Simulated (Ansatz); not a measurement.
Nudged elastic band, with input and output: SiNH7O

The run: nudged elastic band of SiNH7O. Method and program: RKS PBE0-D4/def2-SVP (Ansatz 0.2.0).

Some settings of this run were made unusual or wrong on purpose. Figures and captions count atoms from 1; the log counts them from 0 in places.

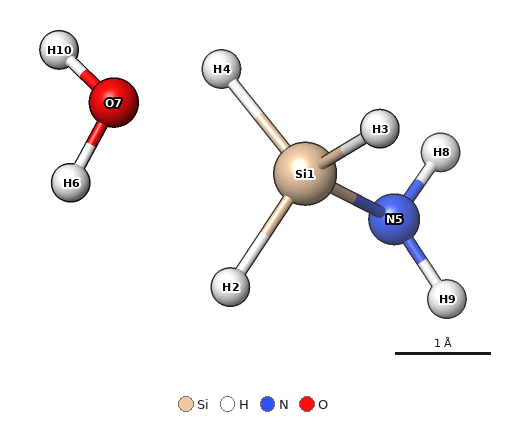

The input geometry (ball-and-stick view, seen at a tilt; atoms are numbered from 1 in the order of the input). Bond lengths as drawn: H–N 1.01 Å, H–O 0.96 Å, H–Si 1.49 Å and N–Si 1.73 Å.

## Outcome

- outcome: converged
- barrier, forward: 1.765 eV
- barrier, backward: 2.447 eV
- dipole moment (one image of the band): 1.67 D
- hardware: 2 threads of Arm Neoverse V2, 23 GiB of memory available, shared host
- wall time: 39 s (CPU time 73 s)
- peak memory: 0.42 GiB

## What went wrong

This input holds a deliberate fault: tolerance too loose. The program still converged, but the numbers can't be taken as results for the intended system.

## Input
```yaml
crystal:
  periodic: [false, false, false]
  atoms:
    - {symbol: Si, position_ang: [-0.230697, -0.185112, 0.395502]}
    - {symbol: H, position_ang: [1.115079, -0.725614, 0.072057]}
    - {symbol: H, position_ang: [-1.226075, -0.792933, -0.529879]}
    - {symbol: H, position_ang: [-0.274706, 1.292128, 0.244130]}
    - {symbol: N, position_ang: [-0.491297, -0.507773, 2.072999]}
    - {symbol: H, position_ang: [1.473300, 0.266361, -2.450870]}
    - {symbol: O, position_ang: [0.579761, 0.617667, -2.455626]}
    - {symbol: H, position_ang: [-1.278709, -0.082832, 2.536911]}
    - {symbol: H, position_ang: [-0.346665, -1.442703, 2.420548]}
    - {symbol: H, position_ang: [0.680108, 1.560714, -2.305773]}
basis:
  gaussian: {orbitals: def2-SVP}
hamiltonian: {xc: pbe0, dispersion: d4}
neb:
  images: 5
  climbing: true
  max_iterations: 30
  initial_path: idpp
  f_tol: 2.0
  final_atoms:
    - {symbol: Si, position_ang: [-0.901289, 0.429855, -0.149359]}
    - {symbol: H, position_ang: [1.992045, -2.102599, -0.893743]}
    - {symbol: H, position_ang: [-1.572682, -0.724362, -0.785416]}
    - {symbol: H, position_ang: [-1.818579, 1.579690, 0.069730]}
    - {symbol: N, position_ang: [-0.345353, 0.014619, 1.407496]}
    - {symbol: H, position_ang: [1.700385, -1.449200, -1.110872]}
    - {symbol: O, position_ang: [0.260803, 0.818741, -1.256208]}
    - {symbol: H, position_ang: [-0.355736, 0.665222, 2.173085]}
    - {symbol: H, position_ang: [0.214873, -0.798230, 1.599424]}
    - {symbol: H, position_ang: [0.825633, 1.566165, -1.054134]}
```

Launched with:
```bash
ansatz run in.yaml --threads 2 --pin off --events-out ev --progress --plain --max-ram 4352MiB
```

## Output
```
Functional definition: PBE0
  name "PBE0"
  cite "Adamo & Barone, J. Chem. Phys. 110, 6158 (1999) doi:10.1063/1.478522"
  cite "Perdew, Burke & Ernzerhof, Phys. Rev. Lett. 77, 3865 (1996) doi:10.1103/PhysRevLett.77.3865"
  parent pbe
  parameter a = 0.25
  parameter kappa = 0.804
  parameter beta = 0.06672455060314922
  exchange = (1 - a)*pbe_x(kappa = kappa, mu = beta*pi^2/3) + a*exact_x
  correlation = pbe_c(beta = beta)
861 factors; integrals over basis functions are off by at most 6.5e-4 eV
mean field evaluation 1: about -11508.7639 eV, gradient 6.4e1 eV
mean field evaluation 2: about -11501.4613 eV, gradient 8.6e1 eV
mean field evaluation 4: about -11516.2710 eV, gradient 1.9e0 eV
mean field evaluation 8: about -11516.2880 eV, gradient 7.4e-2 eV
mean field -11516.28798698 eV, -423.2157775013 hartree, gradient 4.0e-5 eV, S^2 0.000000; 0 other end points of the search recorded, 0 dependent functions left out
the calculation of the forces begins
reference -11516.28801267 eV, -423.2157784453 hartree; 18, 18 occupied and 63, 63 virtual orbitals, 861 factors
863 factors; integrals over basis functions are off by at most 3.6e-4 eV
mean field evaluation 16: about -11509.1936 eV, gradient 6.4e1 eV
mean field -11516.95661378 eV, -423.2403490830 hartree, gradient 6.8e-5 eV, S^2 0.000000; 0 other end points of the search recorded, 0 dependent functions left out
[... from here on the field's lines of each further geometry are left out, up to the last ...]
NEB iter   1: max|band force component| = 4.575e0 eV/Å  barrier→ = 5.7917 eV  barrier← = 6.4737 eV  Δτ_max = 0.2000 Å  (174 SCF iters)
NEB iter   2: max|band force component| = 3.957e0 eV/Å  barrier→ = 4.2321 eV  barrier← = 4.9141 eV  Δτ_max = 0.2000 Å  (142 SCF iters)
NEB iter   3: max|band force component| = 7.508e0 eV/Å  barrier→ = 2.6099 eV  barrier← = 3.2918 eV  Δτ_max = 0.1008 Å  (134 SCF iters)
NEB iter   4: max|band force component| = 2.416e0 eV/Å  barrier→ = 2.1017 eV  barrier← = 2.7837 eV  Δτ_max = 0.2000 Å  (136 SCF iters)
the calculation of the forces begins
reference -11516.85564960 eV, -423.2366387177 hartree; 18, 18 occupied and 63, 63 virtual orbitals, 864 factors
863 factors; integrals over basis functions are off by at most 5.2e-4 eV
mean field evaluation 320: about -11514.4937 eV, gradient 5.7e-3 eV
mean field -11514.49369758 eV, -423.1498385819 hartree, gradient 2.1e-5 eV, S^2 0.000000; 1 other end points of the search recorded, 0 dependent functions left out
the calculation of the forces begins
reference -11514.49372365 eV, -423.1498395399 hartree; 18, 18 occupied and 63, 63 virtual orbitals, 863 factors
NEB iter   5: max|band force component| = 1.543e0 eV/Å  barrier→ = 1.7653 eV  barrier← = 2.4473 eV  CI = image 3  Δτ_max = 0.0000 Å  (249 SCF iters)
```

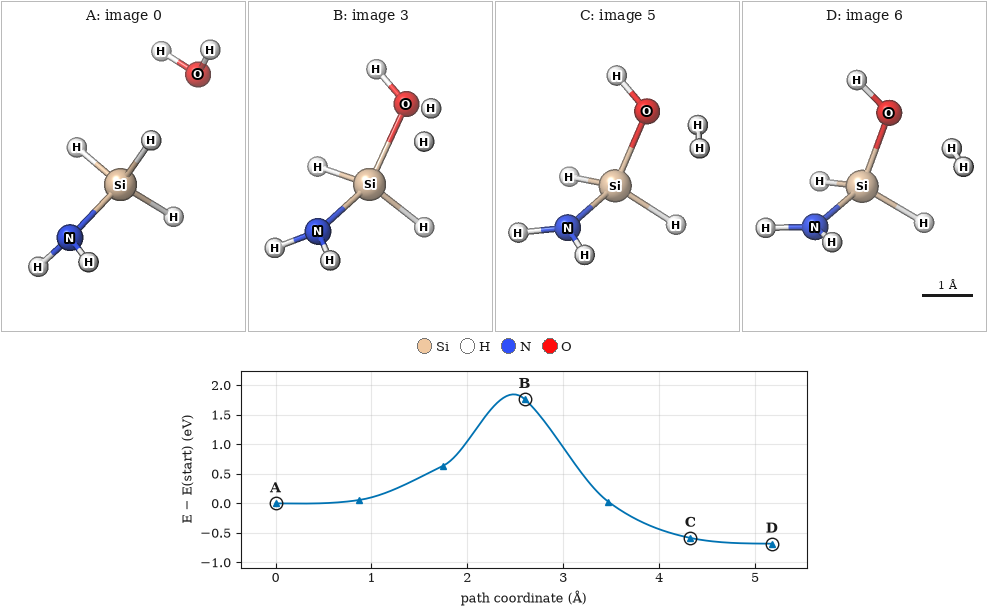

Images of the last band (counted from 0; ball-and-stick, seen at a tilt) above the energy along the path; the line is a cubic interpolation that uses the forces. The highest image is number 3, 1.765 eV above the start and 2.447 eV above the end (the climbing image); the end lies 0.682 eV below the start. The path is 5.17 Å long. The band converged in 5 iterations. The end points carry forces over 0.1 eV/Å, so they aren't fully relaxed minima and the barriers are approximate.

```
Total energy: -11514.62566337 eV, -423.1546882354 hartree
Atom 0 at    -0.388063     0.046781    -0.121856 Å, force    -0.273603     0.272830    -0.174286 eV/Å
Atom 1 at     1.281753    -1.043652    -0.563269 Å, force     0.503195    -1.212015     0.451754 eV/Å
Atom 2 at    -1.317819    -0.892080    -0.801833 Å, force     0.153490    -0.010040    -0.132027 eV/Å
Atom 3 at    -0.803575     1.462637     0.000189 Å, force    -0.601005     0.291781     0.113024 eV/Å
Atom 4 at    -0.426848    -0.284837     1.600436 Å, force     0.404183    -0.148141    -0.287482 eV/Å
Atom 5 at     1.382622    -0.477059    -1.268254 Å, force    -0.300182    -0.698994     1.044458 eV/Å
Atom 6 at     0.615565     0.552473    -1.561191 Å, force    -0.249112     1.276462    -0.201999 eV/Å
Atom 7 at    -0.968038     0.348901     2.188834 Å, force     0.374603     0.115367    -0.344928 eV/Å
Atom 8 at    -0.322476    -1.175097     2.081031 Å, force     0.184333     0.025824    -0.384947 eV/Å
Atom 9 at     0.946979     1.461837    -1.554087 Å, force    -0.195901     0.086928    -0.083566 eV/Å
Dipole moment:     0.016780     0.225626     0.264740 e Å
```

## The last band as extended XYZ (Å, eV, eV/Å)
```
10
Properties=species:S:1:pos:R:3:forces:R:3 image=0 energy=-11516.39098
Si   -0.2307   -0.1851    0.3955    0.0253   0.0320  -0.1666
H     1.1151   -0.7256    0.0721    0.1449  -0.0554  -0.0452
H    -1.2261   -0.7929   -0.5299   -0.1013  -0.0588  -0.1322
H    -0.2747    1.2921    0.2441   -0.0039   0.1588  -0.0251
N    -0.4913   -0.5078    2.0730    0.1493   0.0956   0.0752
H     1.4733    0.2664   -2.4509    0.1578   0.0534   0.0458
O     0.5798    0.6177   -2.4556   -0.3062  -0.1819  -0.0551
H    -1.2787   -0.0828    2.5369   -0.2278   0.1172   0.1419
H    -0.3467   -1.4427    2.4205    0.0371  -0.2693   0.1091
H     0.6801    1.5607   -2.3058    0.1248   0.1085   0.0521
10
Properties=species:S:1:pos:R:3:forces:R:3 image=1 energy=-11516.33258
Si   -0.3080   -0.1979    0.1979   -0.0772   0.0020   0.2495
H     1.0497   -0.7774   -0.0965   -0.0922   0.1618  -0.0452
H    -1.3091   -0.9033   -0.6698    0.0447   0.0175   0.0252
H    -0.5003    1.2792    0.0476    0.1396  -0.0704  -0.0478
N    -0.4581   -0.4230    1.9124    0.0179  -0.0616   0.0208
H     1.4042    0.0942   -2.0436   -0.2919   0.2254  -0.1624
O     0.6422    0.6565   -2.2609    0.3701  -0.2029  -0.0350
H    -1.1374    0.0940    2.4570   -0.0592  -0.0314  -0.0306
H    -0.2657   -1.3270    2.3253   -0.0324  -0.0392   0.0728
H     0.8826    1.5047   -1.8694   -0.0196  -0.0014  -0.0473
10
Properties=species:S:1:pos:R:3:forces:R:3 image=2 energy=-11515.75314
Si   -0.2820   -0.1617   -0.0142   -1.4970   0.7306   0.7268
H     0.9587   -0.9403   -0.2041    0.6958  -0.3839   0.0631
H    -1.3095   -0.9145   -0.8063   -0.0141   0.0378  -0.0913
H    -0.7017    1.3125   -0.0103    0.2545  -0.3154  -0.0222
N    -0.3928   -0.3378    1.7056    0.1667  -0.4139   0.3486
H     1.3492   -0.0557   -1.6228   -0.3385   0.9602  -0.4672
O     0.6268    0.5899   -1.8122    0.6649  -0.7240  -0.7253
H    -0.9658    0.2619    2.2796   -0.1957   0.0822   0.0133
H    -0.2362   -1.2375    2.1454    0.0345   0.0107   0.1165
H     0.9535    1.4830   -1.6608    0.2289   0.0156   0.0377
10
Properties=species:S:1:pos:R:3:forces:R:3 image=3 energy=-11514.62564
Si   -0.3881    0.0468   -0.1219   -0.2736   0.2728  -0.1743
H     1.2818   -1.0437   -0.5633    0.5032  -1.2120   0.4518
H    -1.3178   -0.8921   -0.8018    0.1535  -0.0100  -0.1320
H    -0.8036    1.4626    0.0002   -0.6010   0.2918   0.1130
N    -0.4268   -0.2848    1.6004    0.4042  -0.1481  -0.2875
H     1.3826   -0.4771   -1.2683   -0.3002  -0.6990   1.0445
O     0.6156    0.5525   -1.5612   -0.2491   1.2765  -0.2020
H    -0.9680    0.3489    2.1888    0.3746   0.1154  -0.3449
H    -0.3225   -1.1751    2.0810    0.1843   0.0258  -0.3849
H     0.9470    1.4618   -1.5541   -0.1959   0.0869  -0.0836
10
Properties=species:S:1:pos:R:3:forces:R:3 image=4 energy=-11516.35968
Si   -0.5641    0.2717   -0.2043   -0.7879   0.1038   0.2223
H     1.5305   -1.4079   -0.5015    0.4258  -0.1885  -0.3572
H    -1.3359   -0.8182   -0.8618   -0.0299   0.1186  -0.0844
H    -1.1163    1.6376   -0.0064   -0.4402   0.0820  -0.0121
N    -0.4658   -0.1914    1.4719    0.2964   0.1160  -0.1090
H     1.5651   -0.9027   -1.0980    0.0687  -0.7626   0.6726
O     0.5391    0.6016   -1.4374    0.1388   0.3029   0.1804
H    -0.7820    0.4763    2.1719    0.2953   0.0260  -0.2241
H    -0.3709   -1.1122    1.8946    0.1146   0.1097  -0.4162
H     1.0006    1.4451   -1.4289   -0.0815   0.0922   0.1278
10
Properties=species:S:1:pos:R:3:forces:R:3 image=5 energy=-11516.97511
Si   -0.7027    0.4079   -0.2471   -0.3516  -0.0547  -0.1293
H     1.7896   -1.9019   -0.5054    0.0851   0.0818  -0.2150
H    -1.4567   -0.6724   -0.9377   -0.0792   0.0474   0.0114
H    -1.3534    1.7530   -0.1890   -0.1192  -0.0211  -0.0587
N    -0.5476   -0.0107    1.4084    0.1052   0.0174   0.0609
H     1.7212   -1.3024   -0.9856    0.0039  -0.2743   0.2763
O     0.6167    0.5759   -1.2647    0.0948   0.2236   0.1987
H    -0.7027    0.6691    2.1422    0.1047   0.0027  -0.0311
H    -0.4233   -0.9467    1.7745    0.0626   0.0287  -0.1032
H     1.0591    1.4281   -1.1957    0.0937  -0.0513  -0.0101
10
Properties=species:S:1:pos:R:3:forces:R:3 image=6 energy=-11517.07293
Si   -0.7768    0.5344   -0.3610   -0.4545  -0.0534   0.0113
H     1.8044   -2.4111   -0.3448    0.1010  -0.4608   0.2060
H    -1.4620   -0.5636   -1.0770   -0.0934  -0.0895  -0.0820
H    -1.5407    1.8098   -0.3979   -0.0974   0.1327  -0.0017
N    -0.6268    0.1654    1.2963   -0.0576   0.0040   0.0499
H     1.6639   -1.7425   -0.6487   -0.1068   0.4962  -0.2106
O     0.6357    0.6807   -1.2037    0.4925  -0.0721  -0.3748
H    -0.7018    0.8666    2.0119   -0.0133   0.2126   0.2419
H    -0.2448   -0.6986    1.6412    0.1150  -0.2763   0.1124
H     1.2491    1.3587   -0.9163    0.1145   0.1065   0.0476
```
